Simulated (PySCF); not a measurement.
C₆H₁₈GeN₂ (GeH2(NHiPr)2)

```xyz
27

Ge    0.2056   -0.0070    0.2528
H    -0.1235    0.3326    1.7264
H     1.7050   -0.3787    0.1556
N    -0.1526    1.3056   -0.9828
C     0.4602    2.6243   -1.0103
C     1.9759    2.5205   -0.9316
C    -0.0869    3.5655    0.0621
H    -1.1583    1.3651   -1.1279
H     0.2192    3.0681   -1.9957
H     2.3018    2.1437    0.0525
H     2.4417    3.5067   -1.0751
H     2.3605    1.8348   -1.7006
H     0.1551    3.1900    1.0703
H     0.3333    4.5795   -0.0343
H    -1.1831    3.6473   -0.0091
N    -0.9849   -1.2789   -0.3319
C    -1.1332   -2.6118    0.2318
C    -1.3026   -2.5473    1.7424
C    -0.0008   -3.5608   -0.1589
H    -0.9705   -1.3106   -1.3492
H    -2.0726   -3.0291   -0.1795
H    -0.3803   -2.1963    2.2349
H    -1.5333   -3.5423    2.1508
H    -2.1151   -1.8579    2.0145
H     0.9604   -3.2115    0.2535
H    -0.1798   -4.5823    0.2134
H     0.1060   -3.6151   -1.2539
```

Geometry: PBE0-D3(BJ)/def2-SVP.

These are results of PySCF, CAM-B3LYP/def2-SVPD, SCF density, gas phase, not measurements.

> What can the converged electron density and electron localisation function tell about the bonding?

C–N (1.45 Å): the density is about 1.9 e/Å³ at the midpoint; the ELF peaks at about 0.95 between the atoms (a shared electron pair).
C–C (1.52 Å): ρ is about 1.7 e/Å³ halfway; the ELF peaks at about 0.95 between the atoms; a shared electron pair.
C–H (1.10 Å): ρ is about 1.9 e/Å³ halfway; the ELF climbs to about 1 towards the hydrogen, as it does in any bond to H: an ordinary covalent bond to hydrogen.

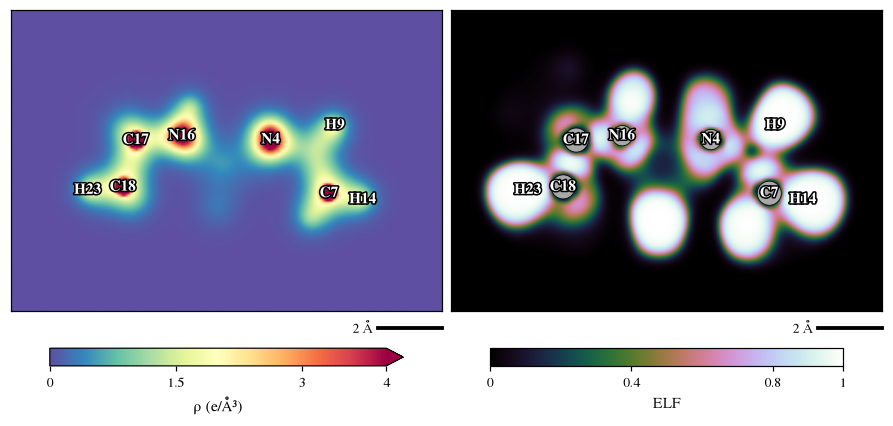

Computed electron density and electron localisation function on the plane of atoms C17, C18 and H23, in this order. Grey discs cover the atomic cores in the ELF map. 
